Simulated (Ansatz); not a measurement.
## Electronic structure of C₆H₂₀O₂Si₃ (SMILES C[SiH](C)O[SiH](C)O[Si](C)(C)C) in real space

```yaml
atoms:
  - { symbol: C, position_ang: [2.1873, 0.0258, -2.2216] }
  - { symbol: Si, position_ang: [2.2552, 0.3385, -0.3809] }
  - { symbol: C, position_ang: [3.9794, 0.0742, 0.2924] }
  - { symbol: O, position_ang: [1.2066, -0.7321, 0.3590] }
  - { symbol: Si, position_ang: [0.1305, -0.8458, 1.6217] }
  - { symbol: C, position_ang: [0.7753, 0.0503, 3.1204] }
  - { symbol: O, position_ang: [-1.3131, -0.1666, 1.1830] }
  - { symbol: Si, position_ang: [-2.2177, 0.0139, -0.2229] }
  - { symbol: C, position_ang: [-4.0149, 0.0709, 0.2929] }
  - { symbol: C, position_ang: [-1.8804, -1.4405, -1.3599] }
  - { symbol: C, position_ang: [-1.7146, 1.6236, -1.0434] }
  - { symbol: H, position_ang: [2.8693, 0.6979, -2.7680] }
  - { symbol: H, position_ang: [1.1711, 0.1814, -2.6179] }
  - { symbol: H, position_ang: [2.4798, -1.0129, -2.4466] }
  - { symbol: H, position_ang: [1.8128, 1.7407, -0.0826] }
  - { symbol: H, position_ang: [4.0162, 0.2623, 1.3776] }
  - { symbol: H, position_ang: [4.7055, 0.7495, -0.1898] }
  - { symbol: H, position_ang: [4.3106, -0.9627, 0.1179] }
  - { symbol: H, position_ang: [-0.0596, -2.3005, 1.8816] }
  - { symbol: H, position_ang: [0.9320, 1.1178, 2.8923] }
  - { symbol: H, position_ang: [0.0582, -0.0116, 3.9547] }
  - { symbol: H, position_ang: [1.7329, -0.3752, 3.4617] }
  - { symbol: H, position_ang: [-4.3084, -0.8624, 0.8010] }
  - { symbol: H, position_ang: [-4.6811, 0.2075, -0.5749] }
  - { symbol: H, position_ang: [-4.1959, 0.9035, 0.9926] }
  - { symbol: H, position_ang: [-2.1851, -2.3915, -0.8915] }
  - { symbol: H, position_ang: [-0.8045, -1.5119, -1.5909] }
  - { symbol: H, position_ang: [-2.4278, -1.3464, -2.3127] }
  - { symbol: H, position_ang: [-2.3111, 1.8181, -1.9504] }
  - { symbol: H, position_ang: [-1.8563, 2.4749, -0.3570] }
  - { symbol: H, position_ang: [-0.6520, 1.6095, -1.3376] }
```

Geometry: r2SCAN-D4/def2-SVP.

Theory: RKS PBE0-D4/def2-TZVP in Ansatz 0.2.0.

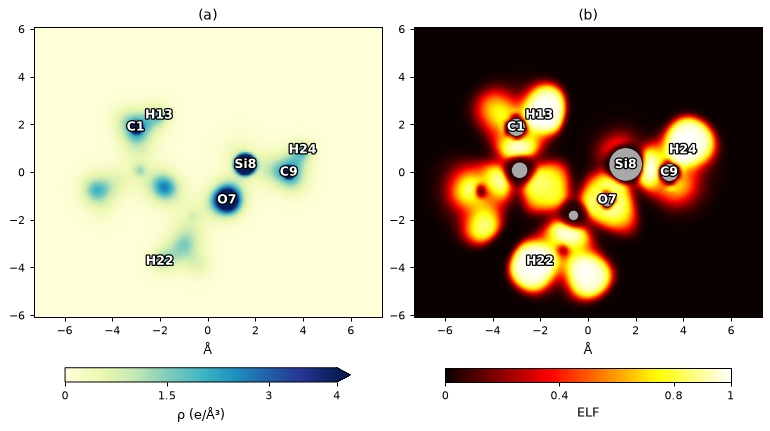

Figure 1. (a) electron density; (b) ELF on the plane of atoms O7, Si8 and C9. Grey discs cover the atomic cores in the ELF map.

Describe what can be read from this map.

Answer.
- Atoms in the plane: C, O, Si and H.
- Si–O (1.68 Å): ρ is about 1.1 e/Å³ halfway; the ELF peaks at about 0.85 between the atoms (a shared but strongly polarised pair).
- C–Si (1.87 Å): ρ is about 0.99 e/Å³ halfway; the ELF peaks at about 0.95 between the atoms, as expected for localised, covalent bonding.
- C–H (1.10 Å): ρ at the midpoint is about 1.9 e/Å³; the ELF climbs to about 1 towards the hydrogen, as it does in any bond to H; an ordinary covalent bond to hydrogen.
- The ELF also peaks beside O7, away from the bonds: lone-pair regions.

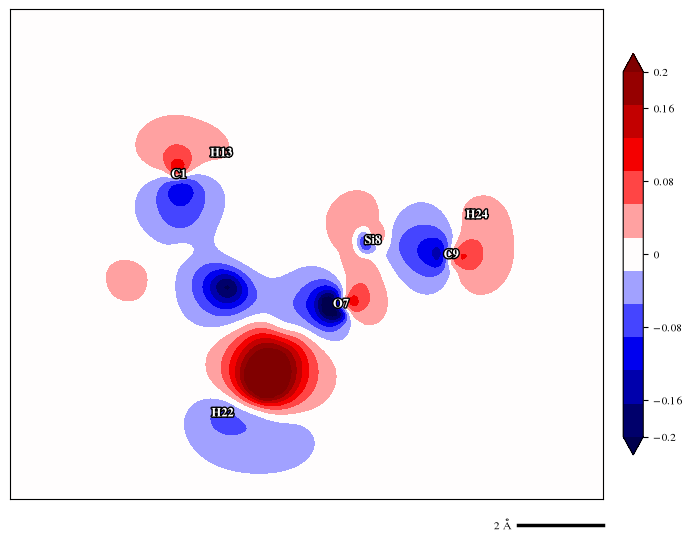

Figure 2. The HOMO on the plane of atoms O7, Si8 and C9 (values in Å⁻³ᐟ²; the overall sign is arbitrary).

Describe this orbital and give its energy.

Answer. It lies mainly on O7 (about 20 %), C11 (about 10 %), Si5 (about 10 %), C6 (about 10 %), H19 (about 10 %) and Si8 (about 10 %). Its energy is −7.85 eV.

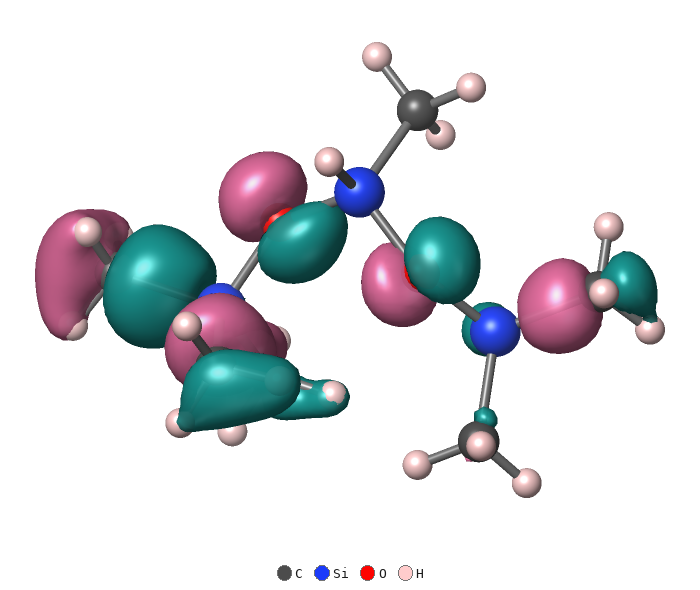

Figure 3. The HOMO−1 at ±0.1 Å⁻³ᐟ² (teal and pink are the two phases), seen at a tilt.

Where does this orbital lie, and at what energy?

Answer. It lies mainly on C9 (about 20 %), O7 (about 15 %), Si8 (about 15 %), O4 (about 10 %) and C10 (about 10 %). Its energy is −8.09 eV.
